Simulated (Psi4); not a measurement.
**GaH2O2F (SMILES [OH][Ga]([OH])[F]) at CAM-B3LYP/6-31G(d) (spherical functions)**

What is the vertical ionisation energy of GaH2O2F at CAM-B3LYP/6-31G* (spherical functions)? 

The calculation is run with Psi4 1.11.

3 further runs of the same task are left out: 3 that didn't finish. Runs told in other sessions of the task aren't counted.

## Step 1: Starting point

The species is GaH2O2F (6 atoms), meant as a singlet with charge 0. SMILES: `[OH][Ga]([OH])[F]`. The shape is that of a PBE0-D4/def2-TZVP optimisation. This is one conformer, not always the lowest.

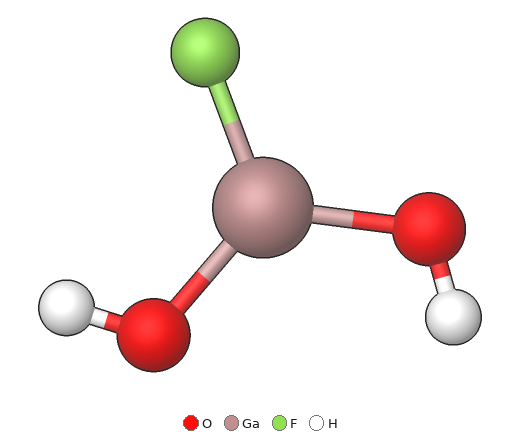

The structure, seen from a chosen angle (oxygen red, gallium pink, fluorine green, hydrogen white).

## Step 2: Energy and forces at CAM-B3LYP/6-31G(d) (spherical functions)

The input, run.py:

```python
import psi4

psi4.set_memory(2200000000)
psi4.set_num_threads(1)
psi4.core.set_output_file('fgah2o2.out', False)

geom = psi4.geometry("""
0 1
O     -0.56162660     2.55301999    -1.08621458
Ga    -0.12887932    -0.64704223    -0.22223179
O      1.50119843    -1.59171631     2.52335129
F     -1.36551610    -3.00239687    -2.16335847
H     -1.49061597     2.75711042    -2.63201055
H      2.12443011    -0.18972850     3.49315874
units au
symmetry c1
no_reorient
no_com
""")

psi4.set_options({
    'basis': '6-31G*',
    'reference': 'rks',
    'puream': True,
    'e_convergence': 1e-09,
    'd_convergence': 1e-08,
    'scf_type': 'pk',
    'dft_radial_points': 99,
    'dft_spherical_points': 590,
})

E, wfn = psi4.gradient('cam-b3lyp', return_wfn=True)
psi4.oeprop(wfn, 'LOWDIN_CHARGES', 'MAYER_INDICES', 'DIPOLE', title='CAM-B3LYP')
print('gradient / Eh bohr^-1')
print(E.np.round(6))
print(f'energy = {wfn.energy():.10f} Eh')
```

Launch:

```
$ python run.py
```

fgah2o2.out:

```text
[...]
  Running in c1 symmetry.
[...]
  Nuclear repulsion =  297.914371546032044
[...]
  Multiplicity = 1
[...]
  Nalpha       = 29
  Nbeta        = 29
[...]
    Number of basis functions: 78
[...]
   @RKS iter   1: -2174.46113870597583   -2.17743e+00   3.74992e-02 DIIS/ADIIS
[...]
   @RKS iter  13: -2176.18882603557131   -6.36646e-12   5.54575e-09 DIIS
[...]
    Orbital Energies [Eh]
    ---------------------
    Doubly Occupied:
       1A   -372.653829     2A    -46.040569     3A    -40.800757
       4A    -40.795502     5A    -40.795008     6A    -24.729849
       7A    -19.230355     8A    -19.230105     9A     -5.630938
      10A     -3.921524    11A     -3.911877    12A     -3.910679
      13A     -1.211744    14A     -1.086891    15A     -1.079103
      16A     -0.950461    17A     -0.949646    18A     -0.946521
      19A     -0.937030    20A     -0.935114    21A     -0.596965
      22A     -0.560621    23A     -0.506472    24A     -0.459924
      25A     -0.455321    26A     -0.431930    27A     -0.408408
      28A     -0.406325    29A     -0.385778
[...]
  @RKS Final Energy: -2176.18882603557131
   => Energetics <=
    Nuclear Repulsion Energy =            297.9143715460320436
    One-Electron Energy =               -3625.3150423959473301
    Two-Electron Energy =                1230.9413069341001119
    DFT Exchange-Correlation Energy =     -79.7294621197561071
    Empirical Dispersion Energy =           0.0000000000000000
    VV10 Nonlocal Energy =                  0.0000000000000000
    Total Energy =                      -2176.1888260355717648
[...]
  -Total Gradient:
     Atom            X                  Y                   Z
    ------   -----------------  -----------------  -----------------
       1       -0.003988670332    -0.002797182934    -0.006477146105
       2        0.002322651582     0.003202038460     0.003683319736
       3        0.000982100654     0.007516666569     0.001293512590
       4       -0.001103314791    -0.001967337717    -0.001733745399
       5        0.003771398591     0.000426216324     0.006230454521
       6       -0.001967073007    -0.006399318592    -0.002967145735
[...]
 Multipole Moments:
 ------------------------------------------------------------------------------------
     Multipole            Electronic (a.u.)      Nuclear  (a.u.)        Total (a.u.)
 ------------------------------------------------------------------------------------
 L = 1.  Multiply by 2.5417464519 to convert [e a0] to [Debye]
 Dipole X            :          8.1542595           -8.1345150            0.0197445
 Dipole Y            :         37.5968654          -36.8220696            0.7747958
 Dipole Z            :         13.9994621          -14.0011698           -0.0017078
 Magnitude           :                                                    0.7750492
[...]
```

On the terminal:

```text
gradient / Eh bohr^-1
[[-0.003989 -0.002797 -0.006477]
 [ 0.002323  0.003202  0.003683]
 [ 0.000982  0.007517  0.001294]
 [-0.001103 -0.001967 -0.001734]
 [ 0.003771  0.000426  0.00623 ]
 [-0.001967 -0.006399 -0.002967]]
energy = -2176.1888260356 Eh
```

It took 16 s on 1 thread of Intel Xeon 6975P-C (Granite Rapids), shared host; peak memory 0.9 GiB.

## Step 3: The doublet cation, same level

The input, fgah2o2.dat:

```
memory 2200 MB

molecule m {
  1 2
  O     -0.56162660     2.55301999    -1.08621458
  Ga    -0.12887932    -0.64704223    -0.22223179
  O      1.50119843    -1.59171631     2.52335129
  F     -1.36551610    -3.00239687    -2.16335847
  H     -1.49061597     2.75711042    -2.63201055
  H      2.12443011    -0.18972850     3.49315874
  units bohr
  symmetry c1
}

set basis 6-31G*
set reference uks
set puream true
set e_convergence 1e-09
set d_convergence 1e-08
set scf_type pk
set dft_radial_points 99
set dft_spherical_points 590
set maxiter 100

E, wfn = gradient("cam-b3lyp", return_wfn=True)
oeprop(wfn, "MULLIKEN_CHARGES", "LOWDIN_CHARGES", "DIPOLE")
```

Launch:

```
$ psi4 -i fgah2o2.dat -o fgah2o2.out -n 1
```

fgah2o2.out (excerpt; [...] marks lines left out):

```text
[...]
  Running in c1 symmetry.
[...]
  Nuclear repulsion =  297.914371546032044
[...]
  Multiplicity = 2
[...]
  Nalpha       = 29
  Nbeta        = 28
[...]
    Number of basis functions: 78
[...]
   @UKS iter   1: -2174.05634540471237   -1.77264e+00   3.73461e-02 ADIIS/DIIS
[...]
   @UKS iter  19: -2175.75334366579500   -5.45697e-12   6.94370e-09 DIIS
[...]
   @S^2 Observed:                7.730730082E-01
[...]
  @UKS Final Energy: -2175.75334366579500
   => Energetics <=
    Nuclear Repulsion Energy =            297.9143715460320436
    One-Electron Energy =               -3609.1497605813306109
    Two-Electron Energy =                1214.9509200879213040
    DFT Exchange-Correlation Energy =     -79.4688747184175099
    Empirical Dispersion Energy =           0.0000000000000000
    VV10 Nonlocal Energy =                  0.0000000000000000
    Total Energy =                      -2175.7533436657950006
  UHF NO Occupations:
  HONO-2 :   27  A 1.9996769
  HONO-1 :   28  A 1.9893069
[...]
  -Total Gradient:
     Atom            X                  Y                   Z
    ------   -----------------  -----------------  -----------------
       1       -0.011597134776    -0.018884707597    -0.018329769078
       2        0.023385855007     0.046757600415     0.036622646777
       3       -0.004209696086     0.011165343529    -0.007490789666
       4       -0.008383019166    -0.017551125835    -0.013082469635
       5        0.012980055952    -0.007102237146     0.021805140551
       6       -0.012159956126    -0.014405154722    -0.019497092269
[...]
 Multipole Moments:
 ------------------------------------------------------------------------------------
     Multipole            Electronic (a.u.)      Nuclear  (a.u.)        Total (a.u.)
 ------------------------------------------------------------------------------------
 L = 1.  Multiply by 2.5417464519 to convert [e a0] to [Debye]
[...]
```

It took 26 s on 1 thread of Intel Xeon 6975P-C (Granite Rapids), shared host; peak memory 0.9 GiB.

## Step 4: Results

Level: CAM-B3LYP/6-31G* (spherical functions).

| quantity | value |
| --- | --- |
| singlet GaH2O2F: total energy | -2176.18883 Eh |
| singlet GaH2O2F: dipole moment | 1.97 D |
| singlet GaH2O2F: HOMO energy | -10.50 eV |
| singlet GaH2O2F: LUMO energy | -0.36 eV |
| singlet GaH2O2F: HOMO–LUMO gap | 10.14 eV |
| singlet GaH2O2F: largest force on an atom | 0.417 eV/Å |
| doublet cation: total energy | -2175.75334 Eh |
| doublet cation: HOMO energy (highest over α and β) | -16.85 eV |
| doublet cation: LUMO energy (lowest over α and β) | -13.23 eV |
| doublet cation: ⟨S²⟩ | 0.773 |
| doublet cation: largest force on an atom | 3.282 eV/Å |
| vertical ionisation energy (to the doublet cation) | 11.850 eV |

In words: Removing an electron at fixed nuclei costs 11.85 eV (273 kcal/mol). The largest force (singlet GaH2O2F) is 0.42 eV/Å: the shape isn't a stationary point for this species at this level. −ε(HOMO) before ionisation, 10.50 eV, is 1.35 eV below this ionisation energy.
